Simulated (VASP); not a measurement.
```xyz
6
Lattice="4.2510 0.0000 0.0000 -2.1255 3.6815 0.0000 0.0000 0.0000 8.5900" Properties=species:S:1:pos:R:3 pbc="T T T"
Cu     2.1255     1.2272     1.2651
Cu     0.0000     2.4543     7.3249
Cu     0.0000     2.4543     1.2651
Cu     2.1255     1.2272     7.3249
Te    -2.1255     3.6815     2.2582
Te     0.0000     0.0000     6.3318
```

Computed with r2SCAN meta-GGA, VASP's PBE PAW potentials (set 64) (plane waves; VASP 6.6.1). Settings: 400 eV cut-off, 9×9×4 Γ-centred mesh, tetrahedra with Blöchl corrections, potentials Cu Te.

Unless said otherwise, spin-orbit coupling is left out, though it shifts the bands of the heavy elements here.

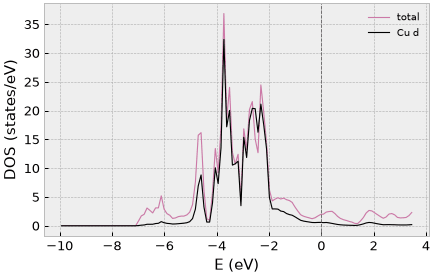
Total and projected density of states, zero at the Fermi level

Within 2 eV below the Fermi level the largest weight inside VASP's projection spheres is Cu d, then Te p.

It has no gap at this level: it comes out as a metal or semimetal.

The structure comes from a computed database's Cu2Te entry (P6/mmm); how it stands against other phases isn't given here. It was relaxed first.
